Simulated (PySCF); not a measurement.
## CH₄OSi: geometry relaxation (part 2 of 2)

The same run, continued: CH₄OSi, SMILES C1O[SiH2]1; HF/cc-pVDZ, RHF, sfX2C (PySCF 2.14.0). The geometry: force field.

### Log, continued
```
--------------- DFsfX2C1eRHF_Scanner gradients ---------------
         x                y                z
0 C    -0.0000146389    -0.0000047660     0.0000081326
1 O     0.0000007824     0.0000190316    -0.0000141815
2 Si     0.0000223362     0.0000013844     0.0000121212
3 H    -0.0000048072     0.0000011137    -0.0000071938
4 H     0.0000053548    -0.0000106806     0.0000028186
5 H    -0.0000042030    -0.0000059524     0.0000003599
6 H    -0.0000048243    -0.0000001307    -0.0000020570
----------------------------------------------
cycle 9: E = -404.553947734  dE = -5.47557e-08  norm(grad) = 4.26892e-05
Step    8 : Displace = 2.828e-04/4.297e-04 (rms/max) Trust = 3.000e-01 (=) Grad = 1.613e-05/2.545e-05 (rms/max) E (change) = -404.5539477344 (-5.476e-08) Quality = 1.185
Hessian Eigenvalues: 2.26177e-02 2.44197e-02 4.34980e-02 ... 3.51718e-01 3.69380e-01 3.77307e-01

Geometry optimization cycle 10
Cartesian coordinates (Angstrom)
 Atom        New coordinates             dX        dY        dZ
   C  -0.561393  -0.308217  -0.694392    0.000026 -0.000012 -0.000007
   O  -0.038505  -1.167750   0.360458    0.000028 -0.000049 -0.000002
  Si   0.528777   0.400084   0.569496   -0.000022 -0.000014 -0.000009
   H  -1.641045  -0.195126  -0.652135    0.000035 -0.000010  0.000095
   H  -0.197671  -0.580159  -1.681295   -0.000048  0.000064 -0.000051
   H   0.006636   1.152684   1.724099   -0.000020  0.000061 -0.000054
   H   1.964302   0.630583   0.328067   -0.000000 -0.000040  0.000029
converged SCF energy = -404.553947739643
--------------- DFsfX2C1eRHF_Scanner gradients ---------------
         x                y                z
0 C    -0.0000010943    -0.0000008278     0.0000004513
1 O    -0.0000012368     0.0000041179    -0.0000020162
2 Si     0.0000050605     0.0000019515     0.0000040883
3 H    -0.0000008977     0.0000003565    -0.0000008374
4 H     0.0000008995    -0.0000025930     0.0000003594
5 H    -0.0000023383    -0.0000026476     0.0000003322
6 H    -0.0000003930    -0.0000003574    -0.0000023775
----------------------------------------------
cycle 10: E = -404.55394774  dE = -5.21692e-09  norm(grad) = 9.92916e-06
Step    9 : Displace = 6.864e-05/9.335e-05 (rms/max) Trust = 3.000e-01 (=) Grad = 3.753e-06/6.792e-06 (rms/max) E (change) = -404.5539477396 (-5.217e-09) Quality = 1.314
Hessian Eigenvalues: 2.03099e-02 2.34197e-02 4.28576e-02 ... 3.51439e-01 3.67619e-01 3.76605e-01

Geometry optimization cycle 11
Cartesian coordinates (Angstrom)
 Atom        New coordinates             dX        dY        dZ
   C  -0.561394  -0.308222  -0.694392   -0.000000 -0.000005 -0.000001
   O  -0.038489  -1.167769   0.360450    0.000016 -0.000020 -0.000008
  Si   0.528771   0.400078   0.569489   -0.000007 -0.000007 -0.000007
   H  -1.641043  -0.195140  -0.652106    0.000002 -0.000014  0.000028
   H  -0.197692  -0.580133  -1.681309   -0.000021  0.000026 -0.000015
   H   0.006646   1.152715   1.724076    0.000010  0.000031 -0.000023
   H   1.964302   0.630572   0.328093    0.000000 -0.000011  0.000025
converged SCF energy = -404.553947740341
--------------- DFsfX2C1eRHF_Scanner gradients ---------------
         x                y                z
0 C    -0.0000002245     0.0000015067    -0.0000013166
1 O    -0.0000007247    -0.0000029113     0.0000008826
2 Si     0.0000012089     0.0000033813     0.0000004324
3 H     0.0000005286    -0.0000001011     0.0000002156
4 H     0.0000000721    -0.0000004161     0.0000005278
5 H    -0.0000005696    -0.0000010986     0.0000000022
6 H    -0.0000002907    -0.0000003608    -0.0000007441
----------------------------------------------
cycle 11: E = -404.55394774  dE = -6.98208e-10  norm(grad) = 5.478e-06
```

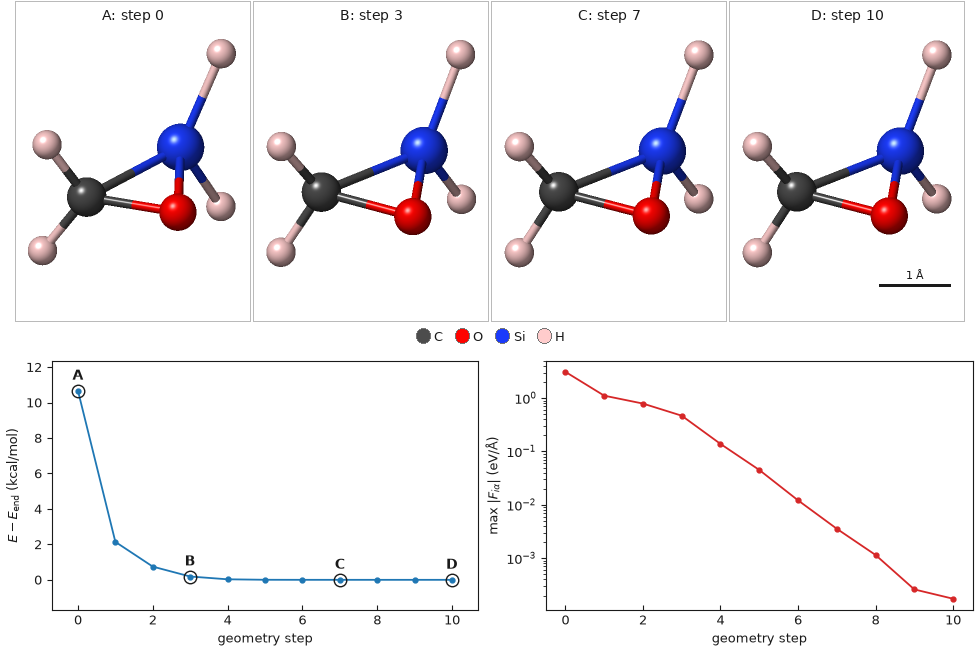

Frames of the relaxation (ball-and-stick view, seen at a tilt) above the curves, on which the letters mark them (steps are counted from 0).

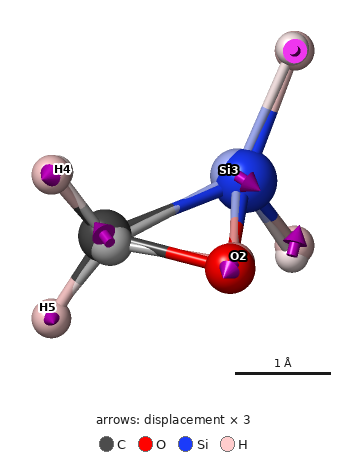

Start (faint) and end (solid) with the displacements as pink arrows, magnified 3 times (ball-and-stick view, seen at a tilt). The two geometries are laid on each other by the best rigid fit. Over 10 geometry steps the energy falls by 10.7 kcal/mol. Largest force component: 3.1 eV/Å at the start, 0.00017 eV/Å at the end. The largest move after the best rigid fit is that of C1, 0.12 Å. Largest moves by element: C 0.12 Å, H 0.11 Å, Si 0.10 Å, O 0.09 Å. Among the contacts that change: C1–O2 1.372 → 1.458 Å, Si3–H7 1.538 → 1.474 Å, O2–Si3 1.645 → 1.680 Å, C1–H4 1.068 → 1.086 Å. Among the angles that change: O2–C1–H5 123.6° → 112.9°, Si3–C1–H4 112.3° → 122.0°, O2–Si3–H7 108.5° → 117.0°. (Atoms are counted from 1 in the order of the input.)

```
Step   10 : Displace = 2.761e-05/3.878e-05 (rms/max) Trust = 3.000e-01 (=) Grad = 2.070e-06/3.617e-06 (rms/max) E (change) = -404.5539477403 (-6.982e-10) Quality = 1.658
Hessian Eigenvalues: 2.03099e-02 2.34197e-02 4.28576e-02 ... 3.51439e-01 3.67619e-01 3.76605e-01
Converged! =D

converged: True
C          -0.56139367       -0.30822155       -0.69439236
O          -0.03848936       -1.16776949        0.36045027
Si          0.52877065        0.40007751        0.56948884
H          -1.64104324       -0.19513985       -0.65210629
H          -0.19769221       -0.58013309       -1.68130928
H           0.00664579        1.15271456        1.72407604
H           1.96430205        0.63057191        0.32809278
converged SCF energy = -404.55394774034
Final energy -404.55394774033977
```

### Trajectory as extended XYZ (Å, eV, eV/Å), 11 frames, from step=0 to step=10
```
7
Properties=species:S:1:pos:R:3:forces:R:3 step=0 energy=-11008.01110
C    -0.5468   -0.4247   -0.6651   -0.2937   2.6841  -1.5459
O    -0.0021   -1.0952    0.4002   -0.1774  -3.0979   0.6548
Si    0.4765    0.4741    0.5210    2.0579   1.1615   0.5539
H    -1.5731   -0.1327   -0.6177   -0.9958  -0.6140   0.0923
H    -0.1933   -0.5313   -1.6873    0.1997  -0.8328   0.1877
H    -0.0906    1.0971    1.7457    0.2942   0.2682  -0.3214
H     1.9905    0.5448    0.2575   -1.0848   0.4309   0.3786
7
Properties=species:S:1:pos:R:3:forces:R:3 step=1 energy=-11008.38089
C    -0.5398   -0.3393   -0.6993   -1.0003   1.1087  -0.2265
O    -0.0600   -1.1221    0.3557    0.8818  -0.8252   0.6825
Si    0.5221    0.4607    0.5533   -0.2679  -0.6212  -0.0644
H    -1.6210   -0.2269   -0.6185    0.0322   0.1857  -0.4048
H    -0.1961   -0.5620   -1.7049    0.1247  -0.2552   0.0367
H    -0.0066    1.1420    1.7448    0.0411   0.1878  -0.0581
H     1.9625    0.5798    0.3232    0.1884   0.2195   0.0347
7
Properties=species:S:1:pos:R:3:forces:R:3 step=2 energy=-11008.44138
C    -0.5618   -0.3301   -0.6811    0.0148   0.5284  -0.3629
O    -0.0108   -1.1747    0.3361   -0.0208   0.2717   0.4925
Si    0.5375    0.4247    0.5706   -0.5013  -0.7882  -0.4019
H    -1.6444   -0.1734   -0.6556    0.1971  -0.2362   0.2212
H    -0.2165   -0.5884   -1.6788    0.0509   0.0613  -0.0185
H    -0.0085    1.1547    1.7223    0.0082   0.0327   0.0899
H     1.9657    0.6193    0.3408    0.2511   0.1303  -0.0204
7
Properties=species:S:1:pos:R:3:forces:R:3 step=3 energy=-11008.46563
C    -0.5603   -0.3184   -0.6868   -0.0954   0.1998  -0.2614
O    -0.0358   -1.1722    0.3495    0.1742   0.2512   0.2672
Si    0.5314    0.4150    0.5679   -0.1012  -0.4673  -0.1262
H    -1.6415   -0.1946   -0.6517    0.0548  -0.0271   0.0606
H    -0.2055   -0.5775   -1.6820    0.0278   0.0092   0.0348
H    -0.0015    1.1556    1.7246    0.0237   0.0043   0.0066
H     1.9744    0.6243    0.3327   -0.0840   0.0299   0.0183
7
Properties=species:S:1:pos:R:3:forces:R:3 step=4 energy=-11008.47244
C    -0.5602   -0.3128   -0.6912   -0.0721   0.0619  -0.1297
O    -0.0437   -1.1688    0.3609    0.1162   0.0792   0.0575
Si    0.5274    0.4052    0.5667   -0.0303  -0.1384   0.0589
H    -1.6394   -0.1986   -0.6531   -0.0249   0.0160  -0.0024
H    -0.1953   -0.5746   -1.6815    0.0027  -0.0315   0.0327
H     0.0088    1.1532    1.7260   -0.0031   0.0064  -0.0100
H     1.9635    0.6284    0.3265    0.0115   0.0064  -0.0071
7
Properties=species:S:1:pos:R:3:forces:R:3 step=5 energy=-11008.47359
C    -0.5617   -0.3093   -0.6931   -0.0164   0.0088  -0.0450
O    -0.0415   -1.1683    0.3617    0.0324   0.0084   0.0048
Si    0.5281    0.4001    0.5685    0.0156   0.0006   0.0391
H    -1.6412   -0.1968   -0.6537   -0.0111   0.0080   0.0012
H    -0.1954   -0.5775   -1.6803   -0.0044  -0.0159   0.0059
H     0.0085    1.1525    1.7245   -0.0016  -0.0008  -0.0042
H     1.9643    0.6312    0.3266   -0.0146  -0.0091  -0.0018
7
Properties=species:S:1:pos:R:3:forces:R:3 step=6 energy=-11008.47372
C    -0.5618   -0.3083   -0.6941    0.0031   0.0008  -0.0121
O    -0.0394   -1.1677    0.3609    0.0031  -0.0056   0.0009
Si    0.5286    0.3999    0.5693   -0.0001   0.0092   0.0110
H    -1.6415   -0.1956   -0.6534   -0.0017   0.0014   0.0035
H    -0.1967   -0.5798   -1.6807   -0.0032  -0.0018   0.0004
H     0.0078    1.1524    1.7246   -0.0016  -0.0005  -0.0016
H     1.9640    0.6312    0.3276    0.0004  -0.0035  -0.0021
7
Properties=species:S:1:pos:R:3:forces:R:3 step=7 energy=-11008.47373
C    -0.5616   -0.3082   -0.6943    0.0029   0.0006  -0.0036
O    -0.0387   -1.1676    0.3605    0.0000  -0.0034   0.0016
Si    0.5288    0.4000    0.5695   -0.0021   0.0028   0.0009
H    -1.6413   -0.1952   -0.6526    0.0003   0.0001   0.0019
H    -0.1974   -0.5802   -1.6810   -0.0013   0.0006  -0.0004
H     0.0070    1.1525    1.7243   -0.0002   0.0003  -0.0001
H     1.9643    0.6308    0.3279    0.0003  -0.0010  -0.0004
7
Properties=species:S:1:pos:R:3:forces:R:3 step=8 energy=-11008.47373
C    -0.5614   -0.3082   -0.6944    0.0008   0.0002  -0.0004
O    -0.0385   -1.1677    0.3605    0.0000  -0.0010   0.0007
Si    0.5288    0.4001    0.5695   -0.0011  -0.0001  -0.0006
H    -1.6411   -0.1951   -0.6522    0.0002  -0.0001   0.0004
H    -0.1976   -0.5802   -1.6812   -0.0003   0.0005  -0.0001
H     0.0067    1.1526    1.7242    0.0002   0.0003   0.0000
H     1.9643    0.6306    0.3280    0.0002   0.0000   0.0001
7
Properties=species:S:1:pos:R:3:forces:R:3 step=9 energy=-11008.47373
C    -0.5614   -0.3082   -0.6944    0.0001   0.0000   0.0000
O    -0.0385   -1.1678    0.3605    0.0001  -0.0002   0.0001
Si    0.5288    0.4001    0.5695   -0.0003  -0.0001  -0.0002
H    -1.6410   -0.1951   -0.6521    0.0000   0.0000   0.0000
H    -0.1977   -0.5802   -1.6813    0.0000   0.0001   0.0000
H     0.0066    1.1527    1.7241    0.0001   0.0001   0.0000
H     1.9643    0.6306    0.3281    0.0000   0.0000   0.0001
7
Properties=species:S:1:pos:R:3:forces:R:3 step=10 energy=-11008.47373
C    -0.5614   -0.3082   -0.6944    0.0000  -0.0001   0.0001
O    -0.0385   -1.1678    0.3604    0.0000   0.0001   0.0000
Si    0.5288    0.4001    0.5695   -0.0001  -0.0002   0.0000
H    -1.6410   -0.1951   -0.6521    0.0000   0.0000   0.0000
H    -0.1977   -0.5801   -1.6813    0.0000   0.0000   0.0000
H     0.0066    1.1527    1.7241    0.0000   0.0001   0.0000
H     1.9643    0.6306    0.3281    0.0000   0.0000   0.0000
```

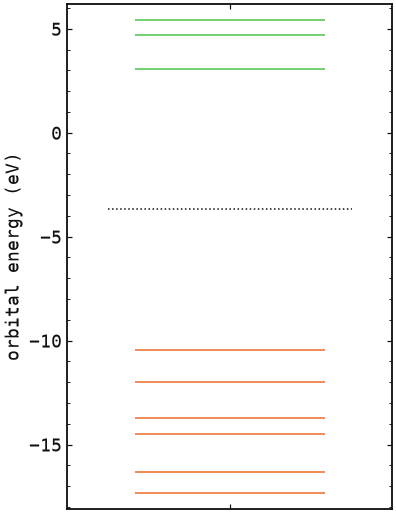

Orbital energies near the frontier; the dotted line parts filled from empty levels, and levels within 0.02 eV of each other stand side by side. Highest filled −10.45 eV, lowest empty 3.07 eV, 13.52 eV apart.

The run was set up as follows.

### The input (job.py)
```python
# C1O[SiH2]1
from pyscf import gto
from pyscf.geomopt.geometric_solver import kernel as optimise

molecule = gto.M(
    atom='geometry.xyz',
    spin=0,
    charge=0,
    verbose=3,
    basis='cc-pvdz',
    max_memory=1860,
)

mf = molecule.RHF()
mf = mf.sfx2c1e()
mf = mf.density_fit(auxbasis='aug-cc-pvtz-jkfit')
converged, mol_eq = optimise(mf, maxsteps=100, convergence_set='GAU_TIGHT')
print('converged:', converged)
print(mol_eq.tostring())

mf.reset(mol_eq)
molecule = mol_eq
mf.kernel()
energy = mf.e_tot
print('Final energy', energy)
```

### File geometry.xyz
```
7
CH4OSi
C     -0.546800    -0.424700    -0.665100
O     -0.002100    -1.095200     0.400200
Si     0.476500     0.474100     0.521000
H     -1.573100    -0.132700    -0.617700
H     -0.193300    -0.531300    -1.687300
H     -0.090600     1.097100     1.745700
H      1.990500     0.544800     0.257500
```

Launch command:
```bash
OMP_NUM_THREADS=1 python job.py
```

### Summary

```json
{"quantity": "outcome", "value": "converged"}
{"quantity": "total energy", "value": "−404.553948 hartree"}
{"quantity": "basis functions", "value": "66"}
{"quantity": "HOMO", "value": "−10.45 eV"}
{"quantity": "LUMO", "value": "3.07 eV"}
{"quantity": "dipole moment", "value": "2.36 D"}
{"quantity": "hardware", "value": "1 thread of Arm Neoverse V1, 24 GiB of memory available, shared host"}
{"quantity": "wall time", "value": "18 s"}
{"quantity": "peak memory", "value": "0.19 GiB"}
```
